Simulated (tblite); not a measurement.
# Geometry relaxation of C$_{5}$H$_{9}$AlCl$_{3}$N (part 3 of 3)

The same run, continued: C$_{5}$H$_{9}$AlCl$_{3}$N; GFN2-xTB geometry optimisation, gas phase (tblite 0.8.0). It belongs to a series of runs on one base structure; here: H on C replaced by CHCl2.

Geometry of the input (Å):
```
C  -2.2099  -1.3849  -0.3509
C  -1.8142  -0.2541  0.5989
C  -0.3897  0.0905  0.3268
N  0.7031  0.3973  0.0855
Al 2.4784  0.8367  -0.2833
C  3.7229  -0.3546  0.6613
Cl 5.3666  0.3064  0.4775
C  -2.6233  0.9384  0.2103
Cl -2.2776  1.3803  -1.4969
Cl -4.3903  0.5678  0.2321
H  -1.8889  -1.0680  -1.3625
H  -1.6489  -2.2938  -0.0446
H  -3.3104  -1.5920  -0.2919
H  -1.9005  -0.5603  1.6563
H  2.8058  0.7088  -1.8602
H  2.6753  2.3761  0.0813
H  3.6955  -1.3307  0.1259
H  3.4564  -0.5579  1.7086
H  -2.4603  1.8031  0.8582
```

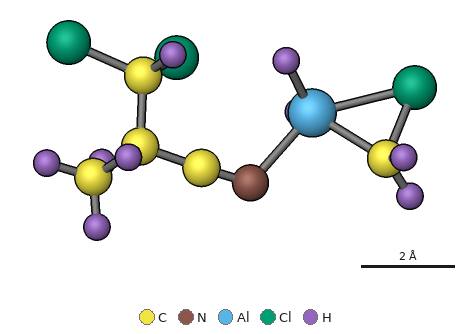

The geometry at step 205 of the log (ball-and-stick view, seen at a tilt).

Trajectory as extended XYZ, continued:
```
19
Properties=species:S:1:pos:R:3:forces:R:3 step=168 energy=-895.88116
C    -2.5070   -1.3759   -0.3745   -0.0060   0.0250   0.0000
C    -1.6413   -0.4482    0.4863   -0.0320  -0.0240   0.0120
C    -0.2520   -0.7545    0.2964   -0.0030   0.0030  -0.0420
N     0.8480   -0.9543    0.0340   -0.0040  -0.0100   0.0110
Al    2.0392    0.7017   -0.1584   -0.0160   0.0080  -0.0180
C     3.6531   -0.2042    0.6550   -0.0070  -0.0250   0.0240
Cl    4.1406    1.5059    0.2425    0.0150  -0.0150  -0.0210
C    -1.7807    1.0369    0.1094   -0.0400   0.0560   0.0130
Cl   -1.1001    1.3058   -1.5110    0.0230   0.0330  -0.0230
Cl   -3.4796    1.5336    0.1807    0.0060   0.0170  -0.0120
H    -2.2249   -1.3074   -1.4212    0.0460   0.0210  -0.0060
H    -2.3903   -2.4032   -0.0411   -0.0110  -0.0120  -0.0170
H    -3.5474   -1.0813   -0.2774   -0.0320  -0.0290   0.0270
H    -1.9132   -0.5639    1.5412    0.0160  -0.0170   0.0240
H     1.9421    0.8232   -1.7018    0.0040  -0.0390  -0.0230
H     1.1957    1.7103    0.7159    0.0070   0.0010   0.0090
H     4.3067   -0.8487    0.0614    0.0170   0.0290   0.0110
H     3.9209   -0.3486    1.7028    0.0210   0.0360   0.0110
H    -1.2196    1.6819    0.7921   -0.0050  -0.0580   0.0200
19
Properties=species:S:1:pos:R:3:forces:R:3 step=177 energy=-895.89930
C    -2.5312   -1.3454   -0.4161    0.0240   0.0490   0.0000
C    -1.6754   -0.4756    0.5109   -0.0120  -0.0500   0.0150
C    -0.2863   -0.8005    0.3522    0.1060  -0.0120  -0.1030
N     0.8196   -0.9862    0.1047    0.0110  -0.0190   0.0760
Al    2.0275    0.6489   -0.2098   -0.0140  -0.0140   0.0270
C     3.6685   -0.1477    0.6715   -0.0440  -0.0310   0.0570
Cl    4.1091    1.5366    0.1338    0.0260   0.0320  -0.0700
C    -1.7494    1.0242    0.1670   -0.0580   0.0410   0.0770
Cl   -0.9829    1.3036   -1.4146    0.0170   0.0420  -0.0070
Cl   -3.4286    1.5884    0.1666    0.0230  -0.0240   0.0090
H    -2.2691   -1.1531   -1.4522   -0.0040  -0.0140  -0.0350
H    -2.3705   -2.3959   -0.1968    0.0120  -0.0530   0.0050
H    -3.5787   -1.1079   -0.2645   -0.0470   0.0180  -0.0070
H    -1.9803   -0.6354    1.5518    0.0000   0.0750  -0.0100
H     1.9133    0.6208   -1.7606    0.0150  -0.0010   0.0230
H     1.2148    1.7131    0.6268   -0.0150  -0.0060  -0.0150
H     4.3534   -0.8098    0.1362    0.0010  -0.0030   0.0200
H     3.9302   -0.1949    1.7321   -0.0110   0.0020  -0.0540
H    -1.1939    1.6259    0.8935   -0.0290  -0.0300  -0.0090
19
Properties=species:S:1:pos:R:3:forces:R:3 step=186 energy=-895.91045
C    -2.5221   -1.3353   -0.4495    0.0010   0.0450   0.0350
C    -1.6745   -0.4857    0.5050   -0.0050  -0.0130  -0.0040
C    -0.2834   -0.8172    0.3687    0.0770   0.0200  -0.0470
N     0.8311   -1.0096    0.1688   -0.0420   0.0080   0.0110
Al    2.0103    0.6410   -0.2219   -0.0130  -0.0320   0.0430
C     3.6412   -0.1232    0.6928    0.0070   0.0050  -0.0030
Cl    4.1219    1.4881   -0.0220    0.0160  -0.0110   0.0020
C    -1.7372    1.0233    0.1973   -0.0270  -0.0200   0.0460
Cl   -0.9390    1.3341   -1.3642   -0.0040   0.0350   0.0200
Cl   -3.4121    1.5975    0.1893    0.0220  -0.0330  -0.0130
H    -2.2993   -1.0775   -1.4804    0.0440  -0.0130  -0.0290
H    -2.3124   -2.3902   -0.2915   -0.0370   0.0120  -0.0090
H    -3.5748   -1.1436   -0.2632   -0.0070  -0.0160   0.0090
H    -1.9952   -0.6543    1.5394   -0.0060   0.0090   0.0000
H     1.8835    0.5482   -1.7647   -0.0240  -0.0020  -0.0350
H     1.2318    1.7373    0.6033   -0.0170  -0.0120  -0.0210
H     4.3050   -0.8534    0.2233   -0.0070   0.0030   0.0290
H     3.9068   -0.0679    1.7500    0.0290   0.0110  -0.0100
H    -1.1914    1.5975    0.9521   -0.0050   0.0050  -0.0240
19
Properties=species:S:1:pos:R:3:forces:R:3 step=196 energy=-895.91581
C    -2.5059   -1.3261   -0.4653   -0.0110   0.0040  -0.0100
C    -1.6680   -0.4836    0.5031   -0.0270   0.0020  -0.0010
C    -0.2755   -0.8020    0.3559    0.0270   0.0210   0.0070
N     0.8379   -1.0040    0.1616   -0.0100  -0.0030  -0.0080
Al    2.0192    0.6288   -0.2326    0.0140  -0.0160   0.0060
C     3.6398   -0.1189    0.7213    0.0040   0.0220   0.0080
Cl    4.1606    1.4218   -0.1126   -0.0190  -0.0070  -0.0130
C    -1.7619    1.0293    0.2239   -0.0120  -0.0290  -0.0040
Cl   -0.9576    1.3920   -1.3248    0.0010  -0.0010  -0.0020
Cl   -3.4507    1.5575    0.2013    0.0050  -0.0070   0.0080
H    -2.2852   -1.0393   -1.4898    0.0100  -0.0270  -0.0200
H    -2.2825   -2.3824   -0.3348   -0.0040   0.0270   0.0000
H    -3.5625   -1.1616   -0.2735    0.0130   0.0180   0.0020
H    -1.9827   -0.6757    1.5348   -0.0080   0.0010   0.0190
H     1.8484    0.5099   -1.7732    0.0090  -0.0040  -0.0120
H     1.2569    1.7478    0.5703   -0.0010   0.0070   0.0130
H     4.2792   -0.9018    0.3075    0.0070  -0.0060  -0.0060
H     3.9212    0.0107    1.7679   -0.0010   0.0000   0.0040
H    -1.2406    1.6069    0.9915    0.0040  -0.0030   0.0100
19
Properties=species:S:1:pos:R:3:forces:R:3 step=205 energy=-895.91702
C    -2.5089   -1.3220   -0.4660   -0.0060  -0.0100  -0.0190
C    -1.6654   -0.4843    0.5014   -0.0090  -0.0120  -0.0050
C    -0.2729   -0.8035    0.3502    0.0010  -0.0030   0.0020
N     0.8379   -1.0148    0.1494   -0.0170   0.0030   0.0090
Al    2.0163    0.6188   -0.2293    0.0140   0.0030   0.0000
C     3.6468   -0.1138    0.7200   -0.0020   0.0040   0.0030
Cl    4.1471    1.4284   -0.1227    0.0050   0.0010   0.0010
C    -1.7620    1.0284    0.2265    0.0090  -0.0220  -0.0040
Cl   -0.9526    1.3971   -1.3189   -0.0080  -0.0020   0.0050
Cl   -3.4513    1.5523    0.2014    0.0010   0.0100   0.0070
H    -2.2726   -1.0581   -1.4935    0.0050  -0.0020   0.0010
H    -2.3110   -2.3811   -0.3200   -0.0020   0.0200   0.0150
H    -3.5623   -1.1289   -0.2837    0.0080  -0.0010  -0.0170
H    -1.9797   -0.6786    1.5331    0.0030  -0.0010   0.0120
H     1.8524    0.5046   -1.7718   -0.0080   0.0000  -0.0060
H     1.2494    1.7303    0.5844    0.0070  -0.0020   0.0010
H     4.2945   -0.8911    0.3072   -0.0060   0.0030   0.0030
H     3.9283    0.0228    1.7659    0.0000   0.0020  -0.0090
H    -1.2439    1.6027    0.9987    0.0060   0.0100   0.0030
19
Properties=species:S:1:pos:R:3:forces:R:3 step=214 energy=-895.91831
C    -2.5115   -1.3189   -0.4806    0.0010  -0.0160  -0.0110
C    -1.6737   -0.4952    0.5025   -0.0020  -0.0060   0.0060
C    -0.2798   -0.8138    0.3597    0.0170   0.0080  -0.0060
N     0.8347   -1.0108    0.1654   -0.0200  -0.0040   0.0090
Al    2.0179    0.6177   -0.2390    0.0040   0.0020   0.0080
C     3.6487   -0.0983    0.7209   -0.0210  -0.0040  -0.0020
Cl    4.1609    1.4100   -0.1720   -0.0110   0.0140  -0.0080
C    -1.7588    1.0203    0.2442   -0.0020  -0.0030  -0.0010
Cl   -0.9429    1.4001   -1.2930    0.0060   0.0100  -0.0210
Cl   -3.4425    1.5622    0.2182   -0.0110  -0.0020   0.0130
H    -2.2402   -1.0747   -1.5045    0.0050   0.0030   0.0100
H    -2.3434   -2.3794   -0.3137   -0.0090  -0.0110  -0.0050
H    -3.5646   -1.0979   -0.3306    0.0110   0.0030  -0.0090
H    -1.9962   -0.6980    1.5300   -0.0090  -0.0080   0.0090
H     1.8375    0.4918   -1.7795   -0.0040  -0.0020   0.0030
H     1.2651    1.7350    0.5789    0.0080   0.0030  -0.0060
H     4.2907   -0.8939    0.3374    0.0120  -0.0110  -0.0050
H     3.9285    0.0737    1.7614    0.0060  -0.0040   0.0130
H    -1.2402    1.5795    1.0267    0.0190   0.0280   0.0040
19
Properties=species:S:1:pos:R:3:forces:R:3 step=224 energy=-895.91961
C    -2.5006   -1.3203   -0.4923   -0.0050  -0.0030  -0.0070
C    -1.6795   -0.4951    0.5047    0.0050  -0.0140   0.0020
C    -0.2844   -0.8127    0.3752    0.0000   0.0090   0.0020
N     0.8310   -1.0075    0.1856    0.0020  -0.0020   0.0030
Al    2.0158    0.6139   -0.2381   -0.0050  -0.0020  -0.0030
C     3.6499   -0.0973    0.7199   -0.0020  -0.0070  -0.0020
Cl    4.1513    1.4116   -0.1804    0.0100   0.0080  -0.0020
C    -1.7602    1.0224    0.2533   -0.0040  -0.0050  -0.0080
Cl   -0.9644    1.4084   -1.2929   -0.0020  -0.0070  -0.0140
Cl   -3.4436    1.5677    0.2585    0.0020  -0.0010   0.0000
H    -2.1877   -1.1039   -1.5106    0.0050   0.0050   0.0120
H    -2.3659   -2.3815   -0.2984    0.0080   0.0130  -0.0040
H    -3.5528   -1.0730   -0.3862   -0.0010   0.0150   0.0020
H    -2.0169   -0.7007    1.5270   -0.0010  -0.0070   0.0060
H     1.8267    0.4709   -1.7773   -0.0040  -0.0030   0.0130
H     1.2674    1.7430    0.5659   -0.0020   0.0000   0.0020
H     4.2920   -0.8917    0.3315   -0.0020   0.0050   0.0070
H     3.9377    0.0766    1.7585    0.0020  -0.0040  -0.0100
H    -1.2258    1.5785    1.0286   -0.0050  -0.0020   0.0030
19
Properties=species:S:1:pos:R:3:forces:R:3 step=233 energy=-895.92000
C    -2.4981   -1.3149   -0.5001    0.0010   0.0010   0.0000
C    -1.6813   -0.4990    0.5076    0.0070   0.0000   0.0020
C    -0.2856   -0.8164    0.3857   -0.0020   0.0000   0.0020
N     0.8311   -1.0103    0.2033    0.0030   0.0010   0.0020
Al    2.0118    0.6101   -0.2346    0.0040  -0.0040   0.0000
C     3.6518   -0.0916    0.7193    0.0040  -0.0040   0.0010
Cl    4.1477    1.4124   -0.1932    0.0010   0.0000  -0.0010
C    -1.7587    1.0187    0.2574    0.0040   0.0030  -0.0010
Cl   -0.9713    1.4007   -1.2943    0.0010  -0.0010  -0.0030
Cl   -3.4400    1.5696    0.2729   -0.0040   0.0000  -0.0010
H    -2.1718   -1.0956   -1.5134   -0.0030  -0.0020   0.0060
H    -2.3727   -2.3775   -0.3094   -0.0030   0.0060  -0.0030
H    -3.5488   -1.0567   -0.4028    0.0020  -0.0050  -0.0040
H    -2.0250   -0.7087    1.5271   -0.0030   0.0020  -0.0020
H     1.8167    0.4490   -1.7704   -0.0030   0.0020   0.0000
H     1.2631    1.7453    0.5604    0.0010  -0.0020   0.0020
H     4.2922   -0.8885    0.3333   -0.0030   0.0050  -0.0030
H     3.9466    0.0887    1.7547   -0.0010   0.0010  -0.0010
H    -1.2177    1.5739    1.0289   -0.0040  -0.0030   0.0030
```

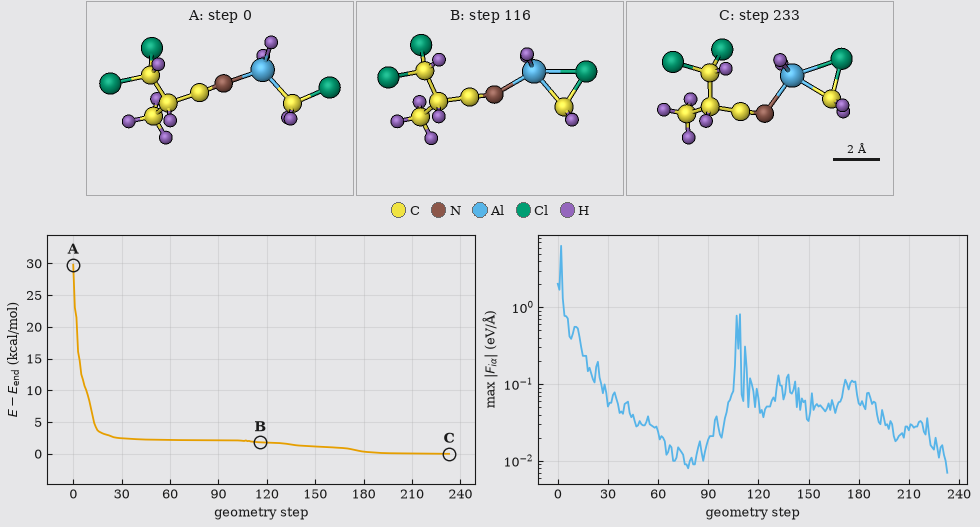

Frames of the relaxation (ball-and-stick view, seen at a tilt) above the curves, on which the letters mark them (steps are counted from 0).

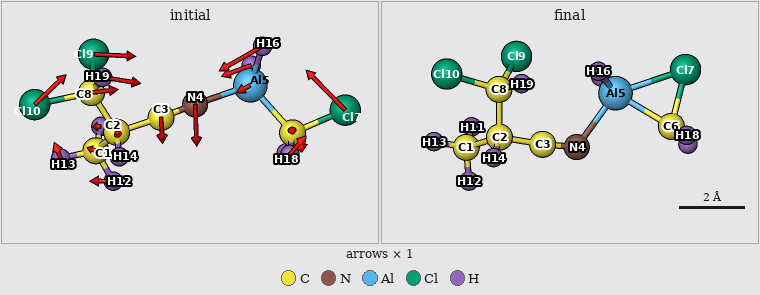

Before (left) and after (right) the relaxation, at one scale (ball-and-stick view, seen at a tilt). The red arrows give the displacements, at true length. The largest move after the best rigid fit is that of Cl7, 1.76 Å. By element the largest moves are Cl 1.76 Å, H 1.61 Å, N 1.42 Å, C 0.90 Å, Al 0.52 Å. Among the contacts that change: Al5–Cl7 3.033 → 2.282 Å, N4–Al5 1.866 → 2.052 Å, Al5–H15 1.616 → 1.557 Å, Al5–C6 1.965 → 2.023 Å. New bonds form: Al5–Cl7 (3.03 → 2.28 Å). Among the angles that change: C3–N4–Al5 178.2° → 117.4°, Al5–C6–Cl7 108.1° → 72.5°, N4–Al5–H15 111.5° → 93.3°. Over 233 geometry steps the energy falls by 29.8 kcal/mol. Largest force component: 2 eV/Å at the start, 0.007 eV/Å at the end. (Atoms are counted from 1 in the order of the input.)
